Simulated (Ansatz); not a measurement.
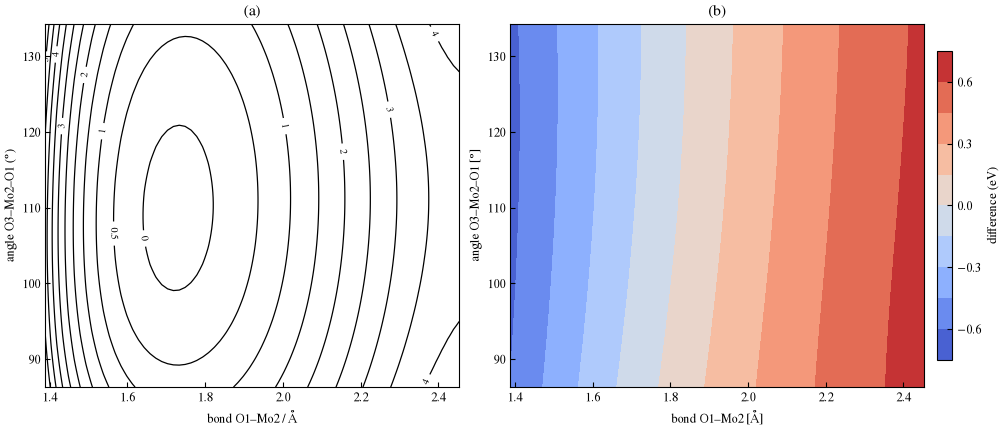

MoO₃, SMILES [O]=[Mo](=[O])=[O]. Two internal coordinates are moved rigidly from the geometry relaxed at PBE0-D4/def2-TZVP, all others fixed. Coordinates scanned: (1) bond O1–Mo2; (2) angle O3–Mo2–O1. Grid: 5 × 5 points. Points are written as (first, second). All energies are given in eV relative to each map's own lowest point. Theory: RKS PBE-D4/def2-TZVPP in Ansatz 0.2.0.

Panel (a): RKS PBE-D4/def2-TZVPP (Ansatz). Panel (b): the map at RKS PBE0-D4/def2-TZVPP (Ansatz) less the map of (a), each from its own lowest point.

Question: How does the change of method alter the landscape?

Answer: The difference runs from −0.64 eV at (1.388 Å, 122.3°) to 0.67 eV at (2.454 Å, 86.3°). The interpolated minimum moves from 1.7128 to 1.6876 Å in bond O1–Mo2 and 109.65 to 110.15° in angle O3–Mo2–O1.
